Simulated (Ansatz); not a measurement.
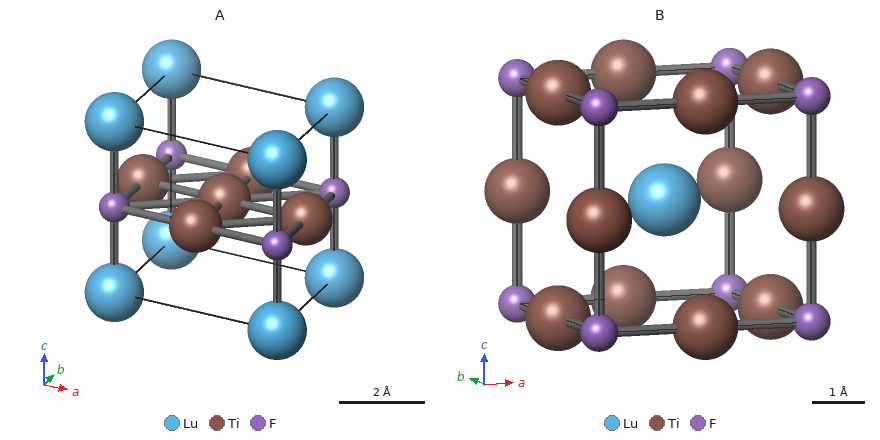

Two structures of LuTi3F, each relaxed to rest (conventional cells in solid outline, small ones repeated, not to one scale). Method: DFT PBE, scalar-relativistic, plane waves, PAW (Ansatz 0.2.0), without spin polarisation.

State the structure in each panel.

Answer. A: 5 atoms a cell on a primitive hexagonal lattice, P6/mmm. B: cubic antiperovskite, Pm-3m.

Which of the two does the method prefer?

Answer. B is lower, by 663 meV/atom at this level of theory (energies at zero smearing). Volumes: A 21.3, B 17.1 Å³/atom.

One or both may be structure types tried for this composition rather than known phases.
